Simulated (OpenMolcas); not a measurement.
**C4N2 (2-butynedinitrile): RI-MP2/ANO-RCC-VTZP (DKH2, RICD fitting)**

What is the energy change on altering one bond length of C4N2 (2-butynedinitrile) at RI-MP2/ANO-RCC-VTZP (DKH2, RICD fitting)? 

The calculation is run with OpenMolcas 26.06.

### 1 The molecule

The species is C4N2 (6 atoms), meant as a singlet with charge 0. As SMILES, `N#CC#CC#N`. Geometry: relaxed at GFN2-xTB.

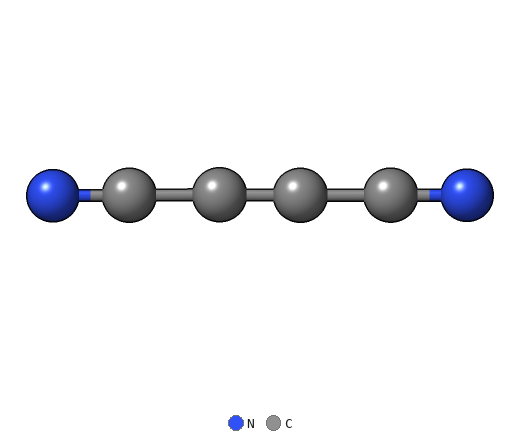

Viewed from a chosen angle; nitrogen blue, carbon grey.

### 2 The energy at RI-MP2/ANO-RCC-VTZP (DKH2, RICD fitting)

job.input reads:

```
* C4N2 RI-MP2

&GATEWAY
 Coord
 6
 bohr
 N      0.03290013    -5.69773214     1.48277360
 C      0.02209090    -3.59516616     0.94100802
 C      0.00869274    -1.11112117     0.28927928
 C     -0.01545796     1.11382348    -0.27839445
 C     -0.02116493     3.59626220    -0.93677503
 N     -0.02706088     5.69393379    -1.49789141
 Basis
 ANO-RCC-VTZP
 Group
 NoSym
 RICD

&SEWARD

&SCF
 PrOrbitals
 1 1

&MBPT2
 Frozen
 6
```

Started as:

```console
$ export MOLCAS_MEM=1860
$ pymolcas job.input > job.log
```

What it wrote:

```text
--- Start Module: gateway ---
[...]
--- Stop Module: gateway /rc=_RC_ALL_IS_WELL_ ---
[...]
      Basis functions          180
[...]
--- Start Module: scf ---
[...]
       Convergence after  12 Iterations
[...]
::    Total SCF energy                               -260.4852730416
[...]
      Total spin, S                                     0.0000000000
[...]
      Total electronic charge=   38.000000
      Total            charge=   -0.000000
[...]
      Dipole Moment (debye):
      Origin of the operator (angstrom)=    0.0001   -0.0001   -0.0002
                   X= -5.0611E-03               Y=  3.9092E-03               Z=  1.5937E-02           Total=  1.7172E-02
      Quadrupole Moment (debye*angstrom):
[...]
--- Stop Module: scf /rc=_RC_ALL_IS_WELL_ ---
[...]
--- Start Module: mbpt2 ---
[...]
WARNING!
Default frozen orbitals as non valence orbitals is overwritten by user input.
Default values:   6
[...]
       Reference weight ( Cref**2 )         =        0.73506
::    Total MBPT2 energy                             -261.4586495012
[...]
--- Stop Module: mbpt2 /rc=_RC_ALL_IS_WELL_ ---
[...]
```

Run time: 26 s. Hardware: 1 thread of Arm Neoverse V1, shared host; peak memory 0.21 GiB.

### 3 The distorted shape at the same level

job.inp reads:

```
* C4N2 RI-MP2
&gateway
coord
6
bohr
N      0.03437412    -6.22207822     1.62303286
C      0.02356488    -4.11951224     1.08126727
C      0.01016673    -1.63546725     0.42953853
C     -0.01398397     0.58947739    -0.13813520
C     -0.01969095     3.07191611    -0.79651578
N     -0.02706088     5.69393379    -1.49789141
basis=ANO-RCC-VTZP
group=NoSym
ricd
&seward
&scf
prorbitals=1 1
&mbpt2
frozen=6
```

Started as:

```console
$ export MOLCAS_MEM=1860
$ pymolcas job.inp > job.log
```

What it wrote:

```text
--- Start Module: gateway ---
[...]
--- Stop Module: gateway /rc=_RC_ALL_IS_WELL_ ---
[...]
      Basis functions          180
[...]
--- Start Module: scf ---
[...]
       Convergence after  14 Iterations
[...]
::    Total SCF energy                               -260.3444276185
[...]
      Total spin, S                                     0.0000000000
[...]
      Total electronic charge=   38.000000
      Total            charge=   -0.000000
[...]
      Dipole Moment (debye):
      Origin of the operator (angstrom)=    0.0007   -0.2264    0.0603
                   X= -2.4933E-03               Y= -5.2471E-01               Z=  1.5357E-01           Total=  5.4673E-01
      Quadrupole Moment (debye*angstrom):
[...]
--- Stop Module: scf /rc=_RC_ALL_IS_WELL_ ---
[...]
--- Start Module: mbpt2 ---
[...]
WARNING!
Default frozen orbitals as non valence orbitals is overwritten by user input.
Default values:   6
[...]
       Reference weight ( Cref**2 )         =        0.68764
::    Total MBPT2 energy                             -261.3975756982
[...]
--- Stop Module: mbpt2 /rc=_RC_ALL_IS_WELL_ ---
[...]
```

Run time: 29 s. Hardware: 1 thread of Arm Neoverse V1, shared host; peak memory 0.21 GiB.

### 4 Summary of results

At RI-MP2/ANO-RCC-VTZP (DKH2, RICD fitting), 6 core orbitals frozen:

| quantity | value |
| --- | --- |
| first shape: total energy | -261.45865 Eh |
| first shape: dipole moment (mean-field density) | 0.02 D |
| first shape: HOMO energy (Hartree–Fock orbitals) | -12.02 eV |
| first shape: LUMO energy (Hartree–Fock orbitals) | 0.49 eV |
| first shape: HOMO–LUMO gap (Hartree–Fock orbitals) | 12.51 eV |
| first shape: correlation energy (6 core orbitals frozen) | -973.4 mEh |
| distorted shape: total energy | -261.39758 Eh |
| distorted shape: dipole moment (mean-field density) | 0.55 D |
| distorted shape: HOMO energy (Hartree–Fock orbitals) | -11.24 eV |
| distorted shape: LUMO energy (Hartree–Fock orbitals) | -0.60 eV |
| distorted shape: HOMO–LUMO gap (Hartree–Fock orbitals) | 10.64 eV |
| distorted shape: correlation energy (6 core orbitals frozen) | -1053.1 mEh |
| energy change with the C5–N6 bond stretched from 1.149 to 1.436 Å | 1.662 eV |

What this shows: With the C5–N6 bond stretched from 1.149 to 1.436 Å the energy rises by 1.66 eV (38 kcal/mol). The first shape isn't relaxed at this level, so the change isn't measured from a minimum. Mulliken charges (distorted shape) of the mean-field density run from -0.14 on C2 to +0.31 on N1; they depend strongly on the basis.
